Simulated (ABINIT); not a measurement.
# RbCaH3 (Pm-3m): G0W0 in ABINIT against the wavefunction cutoff in GW

Aim: move the wavefunction cutoff in GW of a G0W0 run on RbCaH3 (Pm-3m) over a wide range.

Method: LDA and many-body steps on it, plane waves, in ABINIT 10.8.3.

## Step 1: The starting structure

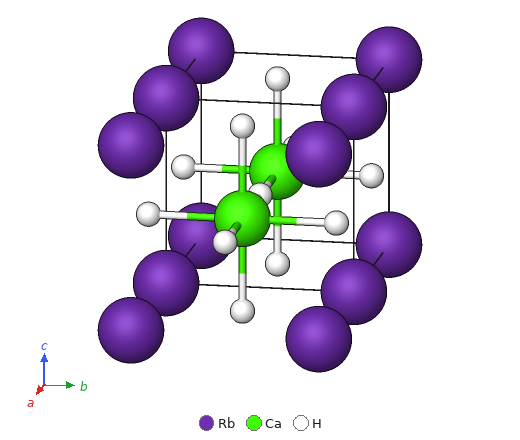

Start, viewed slightly off an axis; rubidium purple, calcium green, hydrogen white. 2×1×1 cells are drawn. Some periodic images of atoms are drawn too.

The cell and positions come from the Crystallography Open Database and are kept as given unless a step says otherwise.

## Step 2: Screening, 2×2×2 mesh, 49 bands, screening to 106.1 eV

This step: ABINIT 10.8.3; RPA screening on LDA, plane waves, norm-conserving pseudopotentials.

The RPA dielectric matrix is built and inverted for each q.

run.abi reads:

```
acell 3*1.0 Angstrom
rprim 
  4.547000000000 0.000000000000 0.000000000000
  0.000000000000 4.547000000000 0.000000000000
  0.000000000000 0.000000000000 4.547000000000
ntypat 3
znucl 37 20 1
natom 5
typat 1 2 3 3 3
xred 
  0.000000000000 0.000000000000 0.000000000000
  0.500000000000 0.500000000000 0.500000000000
  0.000000000000 0.500000000000 0.500000000000
  0.500000000000 0.000000000000 0.500000000000
  0.500000000000 0.500000000000 0.000000000000
pp_dirpath "pseudos"
pseudos "Rb.upf, Ca.upf, H.upf"
ecut 31
ngkpt 2 2 2
nshiftk 1
shiftk 0 0 0
kptopt 1
chksymbreak 0
istwfk *1
occopt 1
irdwfk 1
optdriver 3
nband 49
ecuteps 3.9
inclvkb 2
awtr 1
symchi 1
ecutwfn 9.3
indata_prefix "in"
outdata_prefix "out"
tmpdata_prefix "tmp"
```

Started as:

```bash
> OMP_NUM_THREADS=1 mpirun -n 4 abinit run.abi > log
```

What it wrote:

```text
.Version 10.8.3 of ABINIT. v10.8.2 released Aug 2026.

 Symmetries : space group Pm -3 m (#221); Bravais cP (primitive cubic)
[... echo of the input left out ...]
== DATASET  1 ==================================================================
-   mpi_nproc: 4, omp_nthreads: 1 (-1 if OMP is not activated)

--- !DatasetInfo
iteration_state: {dtset: 1, }
dimensions: {natom: 5, nkpt: 4, mband: 49, nsppol: 1, nspinor: 1, nspden: 1, mpw: 912, }
cutoff_energies: {ecut:   9.3, pawecutdg:  -1.0, }
electrons: {nelect:   2.20000000E+01, charge:   0.00000000E+00, occopt:   1.00000000E+00, tsmear:   1.00000000E-02, }

 SCREENING: Calculation of the susceptibility and dielectric matrices

 Based on a program developped by R.W. Godby, V. Olevano, G. Onida, and L. Reining.
 Incorporated in ABINIT by V. Olevano, G.-M. Rignanese, and M. Torrent.
.Using double precision arithmetic ; gwpc =  8

[... cell and pseudopotentials left out ...]
--------------------------------------------------------------------------------

 ==== K-mesh for the wavefunctions ====
 Number of points in the irreducible wedge :     4
[... list of points left out ...]
 Together with 48 symmetry operations and time-reversal symmetry
 yields     8 points in the full Brillouin Zone.

 ==== Q-mesh for the screening function ====
 Number of points in the irreducible wedge :     4
[... list of points left out ...]
 Together with 48 symmetry operations and time-reversal symmetry
 yields     8 points in the full Brillouin Zone.

 setmesh: FFT mesh size selected  =    20x   20x   20
          total number of points  =         8000

 vcoul_init : cutoff-mode = AUXILIARY_FUNCTION
 q-points for optical limit:   1
     1)      0.000010    0.000020    0.000030

- screening: taking advantage of time-reversal symmetry
- Maximum band index for partially occupied states nbvw = 11
- Remaining bands to be divided among processors   nbcw = 38
- Number of bands treated by each node ~9

 Number of electrons calculated from density =   21.9552; Expected =   22.0000
 average of density, n =  0.034607
 r_s =    1.9036
 omega_plasma =   17.9448 [eV]

 calculating chi0 at frequencies [eV] :
  1    0.000000E+00    0.000000E+00
  2    0.000000E+00    1.794479E+01

--------------------------------------------------------------------------------
  q-point number  1        q = ( 0.000000, 0.000000, 0.000000) [r.l.u.]
--------------------------------------------------------------------------------
[... chi0 elements left out ...]
 For q-point:  0.000010 0.000020 0.000030
  dielectric constant =   3.7838
  dielectric constant without local fields =   4.2738

  Average fulfillment of the sum rule on Im[epsilon] for q-point    1 :     53.62  [%]
[... wings left out ...]
  q-point number  2        q = ( 0.500000, 0.000000, 0.000000) [r.l.u.]
--------------------------------------------------------------------------------
[... chi0 elements left out ...]
  Average fulfillment of the sum rule on Im[epsilon] for q-point    2 :     65.24  [%]

 [... 2 further q-points ...]
```

Elapsed: 3.3 s, on 4 MPI ranks of Arm Neoverse V1, shared host; peak memory 0.32 GiB.

This step gave:

```
ε∞ with local fields, on this mesh, along the program's q direction : 3.784
the same without local fields                                       : 4.274
plasma frequency                                                    : 17.94 eV
plane waves in the screening matrix                                 : 251
```

Local fields lower ε∞ by 11 %. On a Γ-centred mesh this coarse the value itself is usually too large, while a short band sum pulls it down.

## Step 3: 9.3 Ha

This step: G0W0 on LDA, plane waves, norm-conserving pseudopotentials.

Edit run.abi of step 2 so:

```diff
@@ -26,8 +26,17 @@
 irdwfk 1
-optdriver 3
+optdriver 4
 nband 49
+gwcalctyp 0
+ecutsigx 9.3
+symsigma 1
+nkptgw 2
+kptgw 
+  0.5000000000 0.5000000000 0.0000000000
+  0.0000000000 0.0000000000 0.0000000000
+bdgw 
+  10 14
+  10 14
 ecuteps 3.9
-inclvkb 2
-awtr 1
-symchi 1
+irdscr 1
+ppmodel 1
 ecutwfn 9.3
```

What it wrote:

```text
.Version 10.8.3 of ABINIT. v10.8.2 released Aug 2026.

 Symmetries : space group Pm -3 m (#221); Bravais cP (primitive cubic)
[... echo of the input left out ...]
== DATASET  1 ==================================================================
-   mpi_nproc: 4, omp_nthreads: 1 (-1 if OMP is not activated)

--- !DatasetInfo
iteration_state: {dtset: 1, }
dimensions: {natom: 5, nkpt: 4, mband: 49, nsppol: 1, nspinor: 1, nspden: 1, mpw: 912, }
cutoff_energies: {ecut:   9.3, pawecutdg:  -1.0, }
electrons: {nelect:   2.20000000E+01, charge:   0.00000000E+00, occopt:   1.00000000E+00, tsmear:   1.00000000E-02, }

 SIGMA: Calculation of the GW corrections

 Based on a program developped by R.W. Godby, V. Olevano, G. Onida, and L. Reining.
 Incorporated in ABINIT by V. Olevano, G.-M. Rignanese, and M. Torrent.
.Using double precision arithmetic ; gwpc =  8

[... cell and pseudopotentials left out ...]
--------------------------------------------------------------------------------

 ==== K-mesh for the wavefunctions ====
 Number of points in the irreducible wedge :     4
[... list of points left out ...]
 Together with 48 symmetry operations and time-reversal symmetry
 yields     8 points in the full Brillouin Zone.

 ==== Q-mesh for screening function ====
 Number of points in the irreducible wedge :     4
[... list of points left out ...]
 Together with 48 symmetry operations and time-reversal symmetry
 yields     8 points in the full Brillouin Zone.

 vcoul_init : cutoff-mode = AUXILIARY_FUNCTION
 q-points for optical limit:   1
     1)      0.000010    0.000020    0.000030
 setmesh: FFT mesh size selected  =    24x   24x   24
          total number of points  =        13824

 Number of electrons calculated from density =   21.9552; Expected =   22.0000
 average of density, n =  0.034607
 r_s =    1.9036
 omega_plasma =   17.9448 [eV]

 === KS Band Gaps ===
  >>>> For spin  1
   Minimum direct gap =   2.9320 [eV], located at k-point      :   0.5000  0.5000  0.0000
   Fundamental gap    =   2.9320 [eV], Top of valence bands at :   0.5000  0.5000  0.0000
                                       Bottom of conduction at :   0.5000  0.5000  0.0000
 SIGMA fundamental parameters:
 PLASMON POLE MODEL  1
 number of plane-waves for SigmaX                  847
 number of plane-waves for SigmaC and W            251
 number of plane-waves for wavefunctions           847
 number of bands                                    49
 number of independent spin polarizations            1
 number of spinorial components                      1
 number of k-points in IBZ                           4
 number of q-points in IBZ                           4
 number of symmetry operations                      48
 number of k-points in BZ                            8
 number of q-points in BZ                            8
 number of frequencies for dSigma/dE                 9
 frequency step for dSigma/dE [eV]                0.25
 number of omega for Sigma on real axis              0
 max omega for Sigma on real axis  [eV]           0.00
 zcut for avoiding poles [eV]                     0.10

 EPSILON^-1 parameters (SCR file):
 dimension of the eps^-1 matrix on file            251
 dimension of the eps^-1 matrix used               251
 number of plane-waves for wavefunctions           847
 number of bands                                    49
 number of q-points in IBZ                           4
 number of frequencies                               2
 number of real frequencies                          1
 number of imag frequencies                          1

 matrix elements of self-energy operator (all in [eV])

 Perturbative Calculation

--- !SelfEnergy_ee
iteration_state: {dtset: 1, }
kpoint     : [   0.500,    0.500,    0.000, ]
spin       : 1
KS_gap     :    2.932
QP_gap     :    5.367
Delta_QP_KS:    2.435
data: !SigmaeeData |
     Band     E0 <VxcDFT>   SigX SigC(E0)      Z dSigC/dE  Sig(E)    E-E0       E
       10  -0.178 -10.517 -13.953   2.322   0.780  -0.282 -11.386  -0.869  -1.046
       11  -0.178 -10.517 -13.953   2.322   0.780  -0.282 -11.386  -0.869  -1.046
       12   2.754  -8.475  -3.616  -2.964   0.826  -0.210  -6.909   1.567   4.321
       13   4.654 -10.696  -4.588  -3.270   0.810  -0.234  -8.397   2.299   6.953
       14   4.654 -10.696  -4.588  -3.270   0.810  -0.234  -8.397   2.299   6.953

--- !SelfEnergy_ee
iteration_state: {dtset: 1, }
kpoint     : [   0.000,    0.000,    0.000, ]
spin       : 1
KS_gap     :    6.262
QP_gap     :    9.682
Delta_QP_KS:    3.420
data: !SigmaeeData |
     Band     E0 <VxcDFT>   SigX SigC(E0)      Z dSigC/dE  Sig(E)    E-E0       E
       10  -0.543 -10.547 -13.596   2.238   0.777  -0.287 -11.177  -0.630  -1.173
       11  -0.543 -10.547 -13.596   2.238   0.777  -0.287 -11.177  -0.630  -1.173
       12   5.719 -12.561  -5.460  -3.569   0.790  -0.266  -9.771   2.790   8.508
       13   5.719 -12.561  -5.460  -3.569   0.790  -0.266  -9.771   2.790   8.508
       14   5.719 -12.561  -5.460  -3.569   0.790  -0.266  -9.771   2.790   8.508

== END DATASET(S) ==============================================================
================================================================================

 -outvars: echo values of variables after computation  --------
           etotal      0.0000000000E+00
            nband          49
             nkpt           4
          spgroup         221
 [... the other variables as echoed above ...]

 Calculation completed.
```

Run time: 4.7 s. Hardware: 4 MPI ranks; peak memory 0.34 GiB.

This step gave:

* G0W0 gap on the points computed: 5.367 eV
* starting gap on the mesh: 2.932 eV
* k of the valence top: 0.5, 0.5, 0
* k of the conduction bottom: 0.5, 0.5, 0
* Z at the valence top: 0.78
* Z at the conduction bottom: 0.826
* least direct G0W0 gap on the computed points: 5.367 eV

## Step 4: Screening, 2×2×2 mesh, 49 bands, screening to 106.1 eV

This step: RPA screening on LDA, plane waves, norm-conserving pseudopotentials.

Edit run.abi of step 3 so:

```diff
@@ -26,18 +26,9 @@
 irdwfk 1
-optdriver 4
+optdriver 3
 nband 49
-gwcalctyp 0
-ecutsigx 9.3
-symsigma 1
-nkptgw 2
-kptgw 
-  0.5000000000 0.5000000000 0.0000000000
-  0.0000000000 0.0000000000 0.0000000000
-bdgw 
-  10 14
-  10 14
 ecuteps 3.9
-irdscr 1
-ppmodel 1
-ecutwfn 9.3
+inclvkb 2
+awtr 1
+symchi 1
+ecutwfn 15.5
 indata_prefix "in"
```

What it wrote:

```text
.Version 10.8.3 of ABINIT. v10.8.2 released Aug 2026.

 Symmetries : space group Pm -3 m (#221); Bravais cP (primitive cubic)
[... echo of the input left out ...]
== DATASET  1 ==================================================================
-   mpi_nproc: 4, omp_nthreads: 1 (-1 if OMP is not activated)

--- !DatasetInfo
iteration_state: {dtset: 1, }
dimensions: {natom: 5, nkpt: 4, mband: 49, nsppol: 1, nspinor: 1, nspden: 1, mpw: 1856, }
cutoff_energies: {ecut:  15.5, pawecutdg:  -1.0, }
electrons: {nelect:   2.20000000E+01, charge:   0.00000000E+00, occopt:   1.00000000E+00, tsmear:   1.00000000E-02, }

 SCREENING: Calculation of the susceptibility and dielectric matrices

 Based on a program developped by R.W. Godby, V. Olevano, G. Onida, and L. Reining.
 Incorporated in ABINIT by V. Olevano, G.-M. Rignanese, and M. Torrent.
.Using double precision arithmetic ; gwpc =  8

[... cell and pseudopotentials left out ...]
--------------------------------------------------------------------------------

 ==== K-mesh for the wavefunctions ====
 Number of points in the irreducible wedge :     4
[... list of points left out ...]
 Together with 48 symmetry operations and time-reversal symmetry
 yields     8 points in the full Brillouin Zone.

 ==== Q-mesh for the screening function ====
 Number of points in the irreducible wedge :     4
[... list of points left out ...]
 Together with 48 symmetry operations and time-reversal symmetry
 yields     8 points in the full Brillouin Zone.

 setmesh: FFT mesh size selected  =    24x   24x   24
          total number of points  =        13824

 vcoul_init : cutoff-mode = AUXILIARY_FUNCTION
 q-points for optical limit:   1
     1)      0.000010    0.000020    0.000030

- screening: taking advantage of time-reversal symmetry
- Maximum band index for partially occupied states nbvw = 11
- Remaining bands to be divided among processors   nbcw = 38
- Number of bands treated by each node ~9

 Number of electrons calculated from density =   21.9963; Expected =   22.0000
 average of density, n =  0.034672
 r_s =    1.9024
 omega_plasma =   17.9616 [eV]

 calculating chi0 at frequencies [eV] :
  1    0.000000E+00    0.000000E+00
  2    0.000000E+00    1.796160E+01

--------------------------------------------------------------------------------
  q-point number  1        q = ( 0.000000, 0.000000, 0.000000) [r.l.u.]
--------------------------------------------------------------------------------
[... chi0 elements left out ...]
 For q-point:  0.000010 0.000020 0.000030
  dielectric constant =   3.7902
  dielectric constant without local fields =   4.2808

  Average fulfillment of the sum rule on Im[epsilon] for q-point    1 :     53.90  [%]
[... wings left out ...]
  q-point number  2        q = ( 0.500000, 0.000000, 0.000000) [r.l.u.]
--------------------------------------------------------------------------------
[... chi0 elements left out ...]
  Average fulfillment of the sum rule on Im[epsilon] for q-point    2 :     65.49  [%]

 [... 2 further q-points ...]
```

The job ended after 3.9 s (4 MPI ranks; peak memory 0.37 GiB; 15 s of CPU time).

Numbers from this step:

| Item | Value |
| --- | --- |
| ε∞ with local fields, on this mesh, along the program's q direction | 3.790 |
| the same without local fields | 4.281 |
| plasma frequency | 17.96 eV |
| plane waves in the screening matrix | 251 |

## Step 5: 15.5 Ha

The self-energy is evaluated for the states that the input lists, and the levels follow from it, in one-shot runs by the linearised quasiparticle equation.

This step: G0W0 on LDA, plane waves, norm-conserving pseudopotentials.

Edit run.abi of step 4 so:

```diff
@@ -26,8 +26,17 @@
 irdwfk 1
-optdriver 3
+optdriver 4
 nband 49
+gwcalctyp 0
+ecutsigx 15.5
+symsigma 1
+nkptgw 2
+kptgw 
+  0.5000000000 0.5000000000 0.0000000000
+  0.0000000000 0.0000000000 0.0000000000
+bdgw 
+  10 14
+  10 14
 ecuteps 3.9
-inclvkb 2
-awtr 1
-symchi 1
+irdscr 1
+ppmodel 1
 ecutwfn 15.5
```

What it wrote:

```text
.Version 10.8.3 of ABINIT. v10.8.2 released Aug 2026.

 Symmetries : space group Pm -3 m (#221); Bravais cP (primitive cubic)
[... echo of the input left out ...]
== DATASET  1 ==================================================================
-   mpi_nproc: 4, omp_nthreads: 1 (-1 if OMP is not activated)

--- !DatasetInfo
iteration_state: {dtset: 1, }
dimensions: {natom: 5, nkpt: 4, mband: 49, nsppol: 1, nspinor: 1, nspden: 1, mpw: 1856, }
cutoff_energies: {ecut:  15.5, pawecutdg:  -1.0, }
electrons: {nelect:   2.20000000E+01, charge:   0.00000000E+00, occopt:   1.00000000E+00, tsmear:   1.00000000E-02, }

 SIGMA: Calculation of the GW corrections

 Based on a program developped by R.W. Godby, V. Olevano, G. Onida, and L. Reining.
 Incorporated in ABINIT by V. Olevano, G.-M. Rignanese, and M. Torrent.
.Using double precision arithmetic ; gwpc =  8

[... cell and pseudopotentials left out ...]
--------------------------------------------------------------------------------

 ==== K-mesh for the wavefunctions ====
 Number of points in the irreducible wedge :     4
[... list of points left out ...]
 Together with 48 symmetry operations and time-reversal symmetry
 yields     8 points in the full Brillouin Zone.

 ==== Q-mesh for screening function ====
 Number of points in the irreducible wedge :     4
[... list of points left out ...]
 Together with 48 symmetry operations and time-reversal symmetry
 yields     8 points in the full Brillouin Zone.

 vcoul_init : cutoff-mode = AUXILIARY_FUNCTION
 q-points for optical limit:   1
     1)      0.000010    0.000020    0.000030
 setmesh: FFT mesh size selected  =    32x   32x   32
          total number of points  =        32768

 Number of electrons calculated from density =   21.9963; Expected =   22.0000
[...]
number of omega for Sigma on real axis              0
 max omega for Sigma on real axis  [eV]           0.00
 zcut for avoiding poles [eV]                     0.10

 EPSILON^-1 parameters (SCR file):
 dimension of the eps^-1 matrix on file            251
 dimension of the eps^-1 matrix used               251
 number of plane-waves for wavefunctions          1839
 number of bands                                    49
 number of q-points in IBZ                           4
 number of frequencies                               2
 number of real frequencies                          1
 number of imag frequencies                          1

 matrix elements of self-energy operator (all in [eV])

 Perturbative Calculation

--- !SelfEnergy_ee
iteration_state: {dtset: 1, }
kpoint     : [   0.500,    0.500,    0.000, ]
spin       : 1
KS_gap     :    2.932
QP_gap     :    5.371
Delta_QP_KS:    2.439
data: !SigmaeeData |
     Band     E0 <VxcDFT>   SigX SigC(E0)      Z dSigC/dE  Sig(E)    E-E0       E
       10  -0.178 -10.553 -14.020   2.323   0.779  -0.283 -11.445  -0.892  -1.069
       11  -0.178 -10.553 -14.020   2.323   0.779  -0.283 -11.445  -0.892  -1.069
       12   2.754  -8.592  -3.717  -2.998   0.824  -0.213  -7.044   1.547   4.302
[...]
--- !SelfEnergy_ee
iteration_state: {dtset: 1, }
kpoint     : [   0.000,    0.000,    0.000, ]
spin       : 1
KS_gap     :    6.262
QP_gap     :    9.647
Delta_QP_KS:    3.385
data: !SigmaeeData |
     Band     E0 <VxcDFT>   SigX SigC(E0)      Z dSigC/dE  Sig(E)    E-E0       E
[...]
13   5.719 -13.104  -5.867  -3.735   0.784  -0.275 -10.358   2.745   8.464
       14   5.719 -13.104  -5.867  -3.735   0.784  -0.275 -10.358   2.745   8.464

== END DATASET(S) ==============================================================
================================================================================

 -outvars: echo values of variables after computation  --------
           etotal      0.0000000000E+00
            nband          49
             nkpt           4
          spgroup         221
 [... the other variables as echoed above ...]

 Calculation completed.
```

Wall time 4.8 s (4 MPI ranks); peak memory 0.4 GiB; 19 s of CPU time.

Numbers from this step:

| Property | Result |
| --- | --- |
| G0W0 gap on the points computed | 5.371 eV |
| starting gap on the mesh | 2.932 eV |
| k of the valence top | 0.5, 0.5, 0 |
| k of the conduction bottom | 0.5, 0.5, 0 |
| Z at the valence top | 0.779 |
| Z at the conduction bottom | 0.824 |
| least direct G0W0 gap on the computed points | 5.371 eV |

The gap on the mesh goes from 2.93 eV to 5.37 eV, a correction of +2.44 eV.

(Continued in part 2 of 2.)

[Paths, hosts, dates, memory and timing lines, banners, echoed tables and standing remarks are left out of the program output.]

[Logs are printed without paths, hosts, clocks, repeated set-up lines and the standing remarks that a program may print on its own settings, such as how far it seeks lower states.]

[Runs of the session that timed out or met a known fault of the program may be left out.]

[Hosts, paths, dates, database ids (printed as entryN), source tags and the programs' standing remarks are cut or masked in the printed files.]

[G0W0 gaps are taken among the corrected bands and points alone; a level outside them can change the order at an edge.]

[Where Ansatz stands beside ABINIT at settings called matched, ABINIT's density can come from a denser mesh and the files from another edition; pairs whose starting gaps differed by over 0.03 eV were left out, so agreement reads better than it is.]
